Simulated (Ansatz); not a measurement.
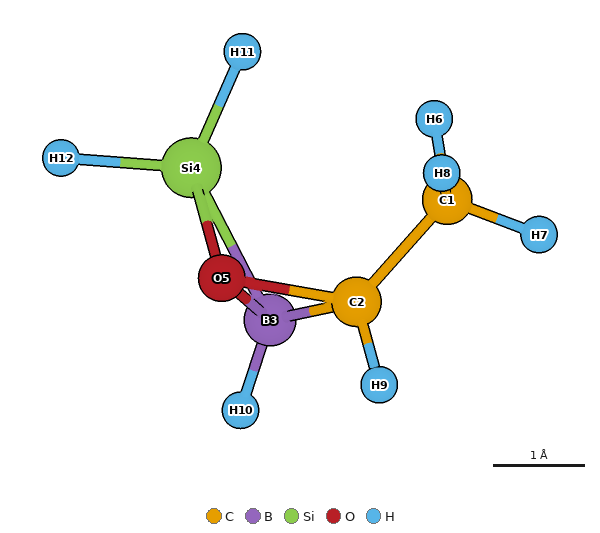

Figure 1. The structure as given in the input (ball-and-stick view, seen at a tilt; atoms are numbered from 1 in the order of the input).

**Nudged elastic band, with input and output: C₂H₇BOSi**

C₂H₇BOSi, computed with RKS B3LYP-D4/STO-3G (Ansatz 0.2.0).

It belongs to a series of runs on one base structure; here: band between the two ends. Figures and captions count atoms from 1; the log counts them from 0 in places.

## The input
```yaml
crystal:
  periodic: [false, false, false]
  atoms:
    - { symbol: C, position_ang: [-1.256115, 0.965238, -0.036009] }
    - { symbol: C, position_ang: [-0.602217, -0.31943, -0.597594] }
    - { symbol: B, position_ang: [0.257354, -1.424219, 0.097712] }
    - { symbol: Si, position_ang: [1.556613, -0.241531, 0.822641] }
    - { symbol: O, position_ang: [0.903132, -0.288072, -0.898303] }
    - { symbol: H, position_ang: [-0.873988, 1.238019, 0.957263] }
    - { symbol: H, position_ang: [-2.338351, 0.780746, 0.053401] }
    - { symbol: H, position_ang: [-1.112506, 1.819958, -0.71762] }
    - { symbol: H, position_ang: [-1.094236, -0.62112, -1.541667] }
    - { symbol: H, position_ang: [0.295473, -2.563496, -0.140576] }
    - { symbol: H, position_ang: [1.368287, 1.08339, 1.375034] }
    - { symbol: H, position_ang: [2.973356, -0.484783, 0.659817] }
basis:
  gaussian: { orbitals: STO-3G }
hamiltonian:
  xc: b3lyp
  dispersion: d4
neb:
  order_check: false
  images: 5
  f_tol: 0.05
  max_iterations: 49
  initial_path: idpp
  final_atoms:
    - { symbol: C, position_ang: [-1.23021117, 0.99521464, -0.07807803] }
    - { symbol: C, position_ang: [-0.54088995, -0.25062602, -0.68308815] }
    - { symbol: B, position_ang: [0.22484822, -1.43270257, -0.0053354] }
    - { symbol: Si, position_ang: [1.45872258, -0.35006619, 0.95175936] }
    - { symbol: O, position_ang: [0.98754298, -0.22826535, -0.82331235] }
    - { symbol: H, position_ang: [-1.00792445, 1.90237385, -0.66453671] }
    - { symbol: H, position_ang: [-0.94417105, 1.17228722, 0.96813888] }
    - { symbol: H, position_ang: [-2.31864154, 0.827495, -0.11041359] }
    - { symbol: H, position_ang: [-0.93665021, -0.45632104, -1.69565715] }
    - { symbol: H, position_ang: [0.27127752, -2.54656573, -0.34134189] }
    - { symbol: H, position_ang: [1.23188866, 0.92395231, 1.60088969] }
    - { symbol: H, position_ang: [2.88101041, -0.61207612, 0.91507433] }
```

Launched with:
```bash
ansatz run input.yaml --threads 1 --pin off --max-ram 2048MiB --backend cpu --events-out ev --progress --plain --runs-dir out
```

## What the program printed
```
Engine: ansatz 0.2.0, x86_64-unknown-linux-gnu
Functional definition: B3LYP
  parameter a0 = 0.2
  parameter ax = 0.72
  parameter ac = 0.81
  exchange = (1 - a0 - ax)*slater_x + ax*b88_x + a0*exact_x
  correlation = (1 - ac)*vwn_rpa_c + ac*lyp_c
525 factors; integrals over basis functions are off by at most 1.6e-5 eV
mean field evaluation 1: about -12634.0813 eV, gradient 1.7e1 eV
mean field evaluation 2: about -12633.9391 eV, gradient 2.0e1 eV
mean field evaluation 4: about -12635.2088 eV, gradient 1.4e0 eV
mean field evaluation 8: about -12635.1412 eV, gradient 3.0e-2 eV
mean field -12635.14121371 eV, -464.3328751977 hartree, gradient 1.4e-5 eV, S^2 0.000000; 0 other end points of the search recorded, 0 dependent functions left out
the calculation of the forces begins
reference -12635.14140532 eV, -464.3328822391 hartree; 23, 23 occupied and 13, 13 virtual orbitals, 525 factors
527 factors; integrals over basis functions are off by at most 2.7e-5 eV
mean field evaluation 16: about -12633.9464 eV, gradient 2.0e1 eV
mean field -12635.14109568 eV, -464.3328708601 hartree, gradient 1.4e-5 eV, S^2 0.000000; 0 other end points of the search recorded, 0 dependent functions left out
[... from here on the field's lines of each further geometry are left out, up to the last ...]
NEB iter   1: max|band force component| = 7.338e-1 eV/Å  barrier→ = 0.1432 eV  barrier← = 0.1432 eV  Δτ_max = 0.1694 Å  (154 SCF iters)
NEB iter   2: max|band force component| = 3.282e-1 eV/Å  barrier→ = 0.0691 eV  barrier← = 0.0691 eV  CI = image 3  Δτ_max = 0.0372 Å  (131 SCF iters)
NEB iter   3: max|band force component| = 7.889e-2 eV/Å  barrier→ = 0.0666 eV  barrier← = 0.0665 eV  CI = image 3  Δτ_max = 0.0070 Å  (119 SCF iters)
the calculation of the forces begins
reference -12635.12557100 eV, -464.3323003385 hartree; 23, 23 occupied and 13, 13 virtual orbitals, 527 factors
525 factors; integrals over basis functions are off by at most 3.7e-5 eV
mean field -12635.07396737 eV, -464.3304039401 hartree, gradient 9.8e-6 eV, S^2 0.000000; 1 other end points of the search recorded, 0 dependent functions left out
the calculation of the forces begins
reference -12635.07415923 eV, -464.3304109909 hartree; 23, 23 occupied and 13, 13 virtual orbitals, 525 factors
NEB iter   4: max|band force component| = 2.861e-2 eV/Å  barrier→ = 0.0663 eV  barrier← = 0.0663 eV  CI = image 3  Δτ_max = 0.0000 Å  (213 SCF iters)
```

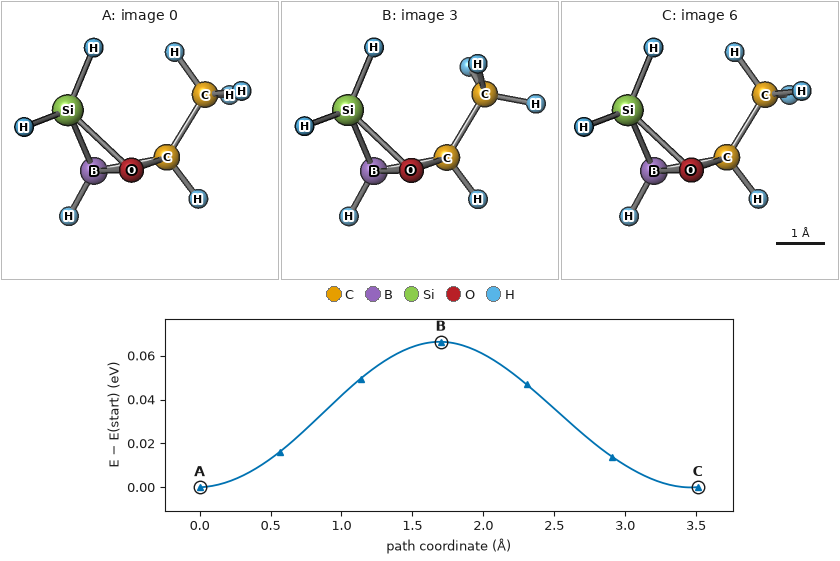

Figure 2. Images of the last band (counted from 0; ball-and-stick, seen at a tilt) above the energy along the path; the line is a cubic interpolation that uses the forces. The highest image is number 3, 0.066 eV above the start and 0.066 eV above the end (the climbing image); start and end have the same energy. The path is 3.51 Å long. The band converged in 4 iterations.

```
Total energy: -12635.48860381 eV, -464.3456415482 hartree
Atom 0 at    -1.123820     1.100767    -0.172608 Å, force    -0.001398     0.002225     0.008578 eV/Å
Atom 1 at    -0.454414    -0.163647    -0.782559 Å, force     0.007728    -0.006311     0.004862 eV/Å
Atom 2 at     0.115950    -1.447244    -0.095271 Å, force    -0.009846    -0.011905     0.008050 eV/Å
Atom 3 at     1.260567    -0.534498     1.114258 Å, force    -0.000418    -0.006127     0.011696 eV/Å
Atom 4 at     1.075909    -0.264309    -0.700524 Å, force     0.003022     0.018442    -0.020655 eV/Å
Atom 5 at    -0.387302     1.746448     0.329044 Å, force     0.003079     0.002455     0.001883 eV/Å
Atom 6 at    -1.887311     0.818438     0.569310 Å, force     0.003699    -0.001558    -0.003887 eV/Å
Atom 7 at    -1.609089     1.695752    -0.959871 Å, force    -0.003917     0.000634    -0.006457 eV/Å
Atom 8 at    -0.709714    -0.278757    -1.852034 Å, force    -0.001337     0.001433    -0.002775 eV/Å
Atom 9 at     0.127215    -2.537812    -0.503370 Å, force    -0.000457    -0.000587    -0.000487 eV/Å
Atom 10 at     1.015663     0.705175     1.820171 Å, force     0.000012     0.000064    -0.002188 eV/Å
Atom 11 at     2.653150    -0.895612     1.267553 Å, force    -0.000167     0.001234     0.001381 eV/Å
Dipole moment:     0.042324     0.274683     0.241345 e Å
this run last wrote the band of iteration 4 to [file]
```

## The last band as extended XYZ (Å, eV, eV/Å)
```
12
Properties=species:S:1:pos:R:3:forces:R:3 image=0 energy=-12635.55473
C    -1.2561    0.9652   -0.0360    0.0082   0.0019  -0.0052
C    -0.6022   -0.3194   -0.5976    0.0001  -0.0079  -0.0006
B     0.2574   -1.4242    0.0977   -0.0018   0.0011  -0.0033
Si    1.5566   -0.2415    0.8226    0.0021  -0.0017   0.0007
O     0.9031   -0.2881   -0.8983   -0.0059   0.0046   0.0053
H    -0.8740    1.2380    0.9573   -0.0011  -0.0028   0.0029
H    -2.3384    0.7807    0.0534   -0.0006  -0.0004   0.0004
H    -1.1125    1.8200   -0.7176   -0.0011   0.0028   0.0003
H    -1.0942   -0.6211   -1.5417    0.0006   0.0003  -0.0002
H     0.2955   -2.5635   -0.1406   -0.0010   0.0013   0.0024
H     1.3683    1.0834    1.3750   -0.0008  -0.0008  -0.0024
H     2.9734   -0.4848    0.6598    0.0014   0.0017  -0.0002
12
Properties=species:S:1:pos:R:3:forces:R:3 image=1 energy=-12635.53847
C    -1.2261    1.0121   -0.0966   -0.0088   0.0027   0.0011
C    -0.5576   -0.2630   -0.6627    0.0040  -0.0080   0.0028
B     0.2067   -1.4285    0.0432   -0.0100  -0.0102   0.0187
Si    1.4811   -0.3395    0.9340    0.0090   0.0001   0.0027
O     0.9681   -0.2661   -0.8349    0.0069   0.0155  -0.0215
H    -0.6926    1.4180    0.7736   -0.0110  -0.0192   0.0205
H    -2.2473    0.7513    0.2247   -0.0145   0.0029  -0.0257
H    -1.2985    1.8008   -0.8622    0.0234   0.0092   0.0033
H    -0.9781   -0.5129   -1.6552   -0.0087   0.0016   0.0046
H     0.2267   -2.5539   -0.2556    0.0006  -0.0009   0.0061
H     1.2972    0.9547    1.5564    0.0048   0.0032  -0.0061
H     2.8970   -0.6284    0.8693    0.0041   0.0029  -0.0065
12
Properties=species:S:1:pos:R:3:forces:R:3 image=2 energy=-12635.50524
C    -1.1806    1.0583   -0.1436   -0.0100   0.0006   0.0058
C    -0.5089   -0.2128   -0.7257    0.0051  -0.0086   0.0025
B     0.1585   -1.4377   -0.0211   -0.0102  -0.0083   0.0221
Si    1.3795   -0.4371    1.0322    0.0090  -0.0057   0.0109
O     1.0253   -0.2602   -0.7692    0.0093   0.0191  -0.0308
H    -0.5221    1.5891    0.5582   -0.0068  -0.0164   0.0254
H    -2.0932    0.7717    0.4031   -0.0193   0.0003  -0.0260
H    -1.4627    1.7586   -0.9440    0.0211   0.0123  -0.0068
H    -0.8502   -0.4027   -1.7605   -0.0101   0.0015   0.0018
H     0.1706   -2.5467   -0.3760   -0.0010  -0.0008   0.0063
H     1.1724    0.8275    1.7058    0.0075   0.0014  -0.0046
H     2.7881   -0.7632    1.0750    0.0055   0.0045  -0.0067
12
Properties=species:S:1:pos:R:3:forces:R:3 image=3 energy=-12635.48841
C    -1.1238    1.1008   -0.1726   -0.0014   0.0022   0.0086
C    -0.4544   -0.1636   -0.7826    0.0077  -0.0063   0.0049
B     0.1159   -1.4472   -0.0953   -0.0098  -0.0119   0.0080
Si    1.2606   -0.5345    1.1143   -0.0004  -0.0061   0.0117
O     1.0759   -0.2643   -0.7005    0.0030   0.0184  -0.0207
H    -0.3873    1.7464    0.3290    0.0031   0.0025   0.0019
H    -1.8873    0.8184    0.5693    0.0037  -0.0016  -0.0039
H    -1.6091    1.6958   -0.9599   -0.0039   0.0006  -0.0065
H    -0.7097   -0.2788   -1.8520   -0.0013   0.0014  -0.0028
H     0.1272   -2.5378   -0.5034   -0.0005  -0.0006  -0.0005
H     1.0157    0.7052    1.8202    0.0000   0.0001  -0.0022
H     2.6532   -0.8956    1.2676   -0.0002   0.0012   0.0014
12
Properties=species:S:1:pos:R:3:forces:R:3 image=4 energy=-12635.50783
C    -1.0617    1.1405   -0.1909    0.0042   0.0043   0.0102
C    -0.3913   -0.1094   -0.8292    0.0097  -0.0069   0.0018
B     0.0795   -1.4500   -0.1747   -0.0032  -0.0070   0.0074
Si    1.1325   -0.6320    1.1814   -0.0089  -0.0140   0.0092
O     1.1220   -0.2714   -0.6247    0.0002   0.0150  -0.0162
H    -0.3132    1.9043    0.0757    0.0049   0.0164  -0.0274
H    -1.6279    0.8825    0.7168    0.0252   0.0017   0.0174
H    -1.7557    1.5933   -0.9138   -0.0237  -0.0144   0.0023
H    -0.5539   -0.1411   -1.9221    0.0069   0.0074  -0.0055
H     0.0957   -2.5189   -0.6363   -0.0006   0.0008  -0.0075
H     0.8547    0.5877    1.9097   -0.0076  -0.0044  -0.0016
H     2.4960   -1.0406    1.4420   -0.0072   0.0012   0.0100
12
Properties=species:S:1:pos:R:3:forces:R:3 image=5 energy=-12635.54081
C    -1.0025    1.1883   -0.2187    0.0016   0.0043   0.0015
C    -0.3191   -0.0484   -0.8586    0.0064   0.0032  -0.0008
B     0.0464   -1.4391   -0.2436    0.0001  -0.0018   0.0015
Si    1.0076   -0.7365    1.2404   -0.0020  -0.0096   0.0068
O     1.1641   -0.2775   -0.5349    0.0001   0.0053  -0.0031
H    -0.3201    2.0544   -0.1918   -0.0031   0.0096  -0.0239
H    -1.3581    0.9910    0.8027    0.0214   0.0050   0.0105
H    -1.8701    1.4645   -0.8368   -0.0183  -0.0150   0.0069
H    -0.3846   -0.0093   -1.9619    0.0044   0.0049  -0.0024
H     0.0683   -2.4814   -0.7625   -0.0009   0.0017  -0.0049
H     0.7177    0.4549    2.0100   -0.0045  -0.0050   0.0013
H     2.3272   -1.2162    1.5900   -0.0054  -0.0026   0.0065
12
Properties=species:S:1:pos:R:3:forces:R:3 image=6 energy=-12635.55468
C    -1.0769    1.1400   -0.2247    0.0022   0.0018   0.0138
C    -0.3993   -0.1242   -0.8044   -0.0106  -0.0014   0.0017
B     0.0783   -1.4428   -0.1143   -0.0008   0.0054  -0.0070
Si    1.1743   -0.6012    1.1899   -0.0006  -0.0040   0.0202
O     1.1172   -0.2741   -0.6205    0.0049   0.0024  -0.0127
H    -0.6427    2.0600   -0.6504   -0.0061  -0.0064   0.0031
H    -1.0104    1.1924    0.8710   -0.0059   0.0022  -0.0122
H    -2.1431    1.1078   -0.5006    0.0105   0.0019  -0.0010
H    -0.5825   -0.1946   -1.8933    0.0036  -0.0003  -0.0033
H     0.0861   -2.5218   -0.5519   -0.0026  -0.0048   0.0008
H     0.9389    0.6315    1.9117    0.0041   0.0000  -0.0018
H     2.5370   -1.0284    1.4216    0.0012   0.0034  -0.0016
```

## Results in brief

```csv
quantity,value
outcome,converged
"barrier, forward",0.066 eV
"barrier, backward",0.066 eV
hardware,"1 thread of Intel Xeon @ 2.50GHz (Skylake/Cascade Lake), 189 GiB of memory available, shared host"
wall time,2.2 min
peak memory,0.12 GiB
```

The order of the saddle point was not checked.
